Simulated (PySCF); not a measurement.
Bond stretch in CH (cation, charge +1), singlet.

RKS-B3LYP = restricted B3LYP/6-31G run with PySCF 2.14.0; NEVPT2 = SC-NEVPT2 on CASSCF(4,5)/6-31G, all electrons correlated in PySCF 2.14.0; UHF/6-31G (PySCF); UMP2 = MP2 on UHF/6-31G, 1 core orbital frozen (PySCF).

Energies are in kJ/mol, each relative to the lowest point of its own curve near equilibrium.

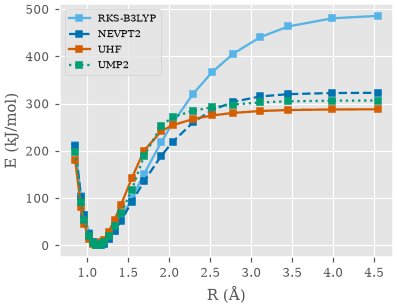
Fig. 1. Energy against bond length for each method.

```json
[
 {"R / Å": "0.85", "RKS-B3LYP": "211.7", "NEVPT2": "210.5", "UHF": "181.7", "UMP2": "197.0"},
 {"R / Å": "0.92", "RKS-B3LYP": "104.3", "NEVPT2": "103.1", "UHF": "81.3", "UMP2": "92.4"},
 {"R / Å": "0.96", "RKS-B3LYP": "64.3", "NEVPT2": "63.3", "UHF": "45.5", "UMP2": "54.4"},
 {"R / Å": "1.02", "RKS-B3LYP": "25.6", "NEVPT2": "25.0", "UHF": "13.6", "UMP2": "18.8"},
 {"R / Å": "1.07", "RKS-B3LYP": "8.2", "NEVPT2": "7.9", "UHF": "2.0", "UMP2": "4.2"},
 {"R / Å": "1.10", "RKS-B3LYP": "2.7", "NEVPT2": "2.6", "UHF": "0.0", "UMP2": "0.5"},
 {"R / Å": "1.14", "RKS-B3LYP": "0.0", "NEVPT2": "0.0", "UHF": "1.9", "UMP2": "0.0"},
 {"R / Å": "1.17", "RKS-B3LYP": "0.8", "NEVPT2": "0.8", "UHF": "6.2", "UMP2": "2.5"},
 {"R / Å": "1.20", "RKS-B3LYP": "3.5", "NEVPT2": "3.5", "UHF": "12.4", "UMP2": "6.9"},
 {"R / Å": "1.26", "RKS-B3LYP": "13.6", "NEVPT2": "13.3", "UHF": "29.2", "UMP2": "20.2"},
 {"R / Å": "1.33", "RKS-B3LYP": "31.0", "NEVPT2": "29.7", "UHF": "54.1", "UMP2": "41.0"},
 {"R / Å": "1.41", "RKS-B3LYP": "55.3", "NEVPT2": "52.2", "UHF": "86.3", "UMP2": "68.6"},
 {"R / Å": "1.54", "RKS-B3LYP": "99.3", "NEVPT2": "91.6", "UHF": "141.8", "UMP2": "116.9"},
 {"R / Å": "1.69", "RKS-B3LYP": "151.0", "NEVPT2": "135.7", "UHF": "200.4", "UMP2": "188.9"},
 {"R / Å": "1.90", "RKS-B3LYP": "218.6", "NEVPT2": "189.4", "UHF": "241.7", "UMP2": "252.8"},
 {"R / Å": "2.04", "RKS-B3LYP": "259.0", "NEVPT2": "219.2", "UHF": "254.5", "UMP2": "271.9"},
 {"R / Å": "2.29", "RKS-B3LYP": "321.0", "NEVPT2": "260.5", "UHF": "267.4", "UMP2": "285.0"},
 {"R / Å": "2.52", "RKS-B3LYP": "366.5", "NEVPT2": "286.2", "UHF": "275.0", "UMP2": "292.5"},
 {"R / Å": "2.78", "RKS-B3LYP": "406.0", "NEVPT2": "304.0", "UHF": "280.5", "UMP2": "298.3"},
 {"R / Å": "3.11", "RKS-B3LYP": "441.0", "NEVPT2": "315.4", "UHF": "284.5", "UMP2": "302.7"},
 {"R / Å": "3.45", "RKS-B3LYP": "463.5", "NEVPT2": "320.2", "UHF": "286.6", "UMP2": "305.0"},
 {"R / Å": "3.99", "RKS-B3LYP": "480.9", "NEVPT2": "322.6", "UHF": "287.8", "UMP2": "306.4"},
 {"R / Å": "4.54", "RKS-B3LYP": "485.9", "NEVPT2": "323.1", "UHF": "288.1", "UMP2": "306.7"}
]
```

At the longest distance, 4.54 Å, RKS-B3LYP lies highest above its minimum (485.9 kJ/mol) and UHF lowest (288.1 kJ/mol).

At the longest distance RKS-B3LYP leaves fractional charges on the fragments, a sign of delocalisation error or of the restricted form. The restricted form behind RKS-B3LYP keeps the bonding electrons paired and can't separate into open-shell fragments. The unrestricted determinant behind UHF, UMP2 is spin-contaminated at 0.85 to 4.54 Å (<S²> up to 1.0, against 0.00 for a pure singlet).
